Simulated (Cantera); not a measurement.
A closed system holds: 1 mol N2O, 1.9 mol H2O, 1.9 mol O2, 0.032 mol SO2, equilibrated at 1998 K.

These are equilibrium values from Cantera (NASA tables, ideal gas, pure condensed phases), not measurements of a reactor. Candidate condensed phases: H2O, H2SO4, S; 35 gas species. The ideal-gas law is rough above about 30 bar. Equilibrium is a limit: real reactors are often held back by kinetics, nucleation or transport.

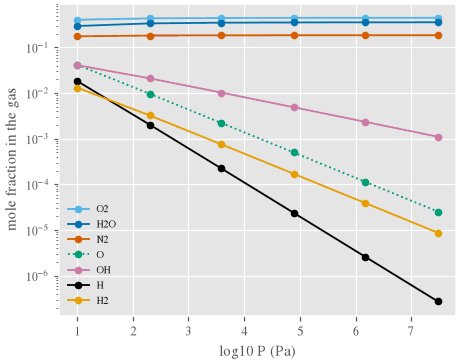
Fig. 1. Equilibrium gas composition (values under 1e-9 drawn at 1e-9)

From 10.0 Pa to 300 bar nothing is condensed.
